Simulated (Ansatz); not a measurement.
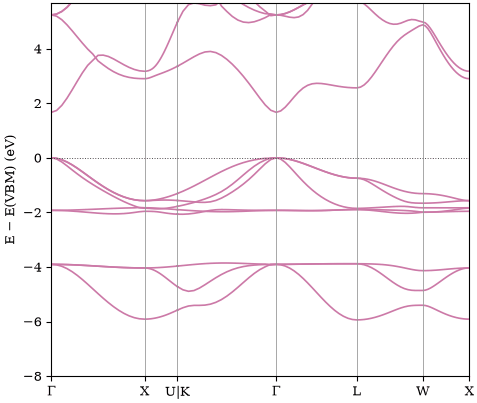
Figure: Band structure from plane-wave PAW r²SCAN (Ansatz code)

Read off the gap and where the band edges lie.

About 1.7 eV (1.67 eV by a search for the band edges); maximum at Γ, minimum at Γ.

Pick the material that matches.
(A) GaSb, zinc blende
(B) CuI, zinc blende
(C) CdTe, zinc blende
(D) HfC, zinc blende

B, CuI, zinc blende

Space group F-43m (zinc blende). The r²SCAN relaxation kept the symmetry of its start. The run is not spin-polarised. Scalar-relativistic: spin–orbit coupling is off unless named, which matters more the heavier the elements.

Potentials: the earlier of the program's two PAW sets. The files were generated under PBE; for other functionals the program regenerates the frozen cores, and for LDA and PBEsol the local potential too.
